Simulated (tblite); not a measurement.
**C$_{3}$H$_{6}$BF$_{3}$Si: frequency calculation**

C$_{3}$H$_{6}$BF$_{3}$Si, computed with GFN2-xTB harmonic vibrations, gas phase (tblite 0.8.0).

It belongs to a series of runs on one base structure; here: constitutional isomer.

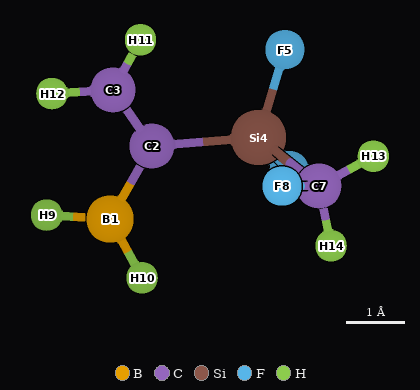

*The structure as given in the input (ball-and-stick view, seen at a tilt; atoms are numbered from 1 in the order of the input).*

## Input
```
{"job": {"kind": "ir", "xc": "GFN2-xTB", "basis": "xTB"}, "charge": 0, "multiplicity": 1}
B     -1.871104    -0.965792    -0.457220
C     -1.006108     0.200010     0.092698
C     -1.421527     0.930123     1.139281
Si     0.685596     0.545638    -0.647473
F      1.089273     2.093190    -0.494385
F      0.700624     0.389747    -2.247574
C      2.134774    -0.520123    -0.001335
F      1.949679    -0.887511     1.318074
H     -3.034902    -0.902763    -0.390409
H     -1.357823    -1.905344    -0.924314
H     -0.824325     1.711623     1.584350
H     -2.375793     0.742334     1.606930
H      3.085796     0.019768    -0.037738
H      2.245163    -1.451373    -0.563051
```

The first line tells a small driver script what to run in tblite; the rest is the geometry in Å.

Machine: 1 CPU thread, shared host.

Command:
```bash
OMP_NUM_THREADS=1 python <driver script> task.json out
```

## Output
```
mode    cm-1     km/mol
  1      15.1      1.07
  2      35.7      8.18
  3      75.4      0.30
  4      93.5      6.19
  5     119.6      7.52
  6     153.4      4.29
  7     199.8     35.84
  8     219.3     17.48
  9     277.4     15.39
 10     304.3      9.78
 11     342.9     15.85
 12     398.1     33.94
 13     578.5      9.64
 14     614.7     19.01
 15     728.9     23.24
 16     756.6     75.71
 17     817.4     43.30
 18     831.7    337.93
 19     851.8     76.48
 20     860.1    210.02
 21     942.0     36.58
 22     955.5     45.42
 23    1032.9     43.34
 24    1146.6      8.89
 25    1196.8      6.44
 26    1210.2    112.75
 27    1281.4      7.02
 28    1415.6     10.44
 29    1429.5      4.31
 30    1605.6     43.69
 31    2650.0     86.69
 32    2688.4    108.02
 33    2948.2     19.25
 34    2961.5     16.11
 35    3073.3     15.87
 36    3095.9     24.22
```

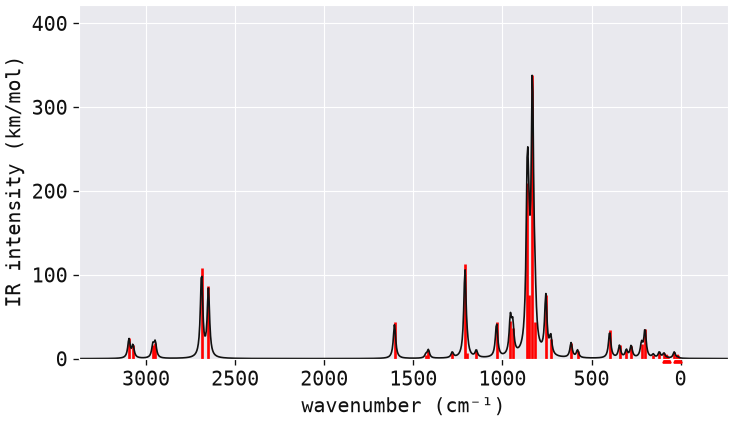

*Harmonic infrared spectrum, unscaled: sticks (degenerate modes added up, dark ones marked on the axis) with a Lorentzian envelope of 16 cm⁻¹ full width, scaled to the tallest stick.*

36 modes from 15 to 3096 cm⁻¹, none imaginary. The strongest line is at 832 cm⁻¹ (338 km/mol).

## Results in brief

- outcome: converged
- total energy: −726.5472 eV
- zero-point energy: 54.1920 kcal/mol
- wall time: 1.3 s
- peak memory: 0.18 GiB
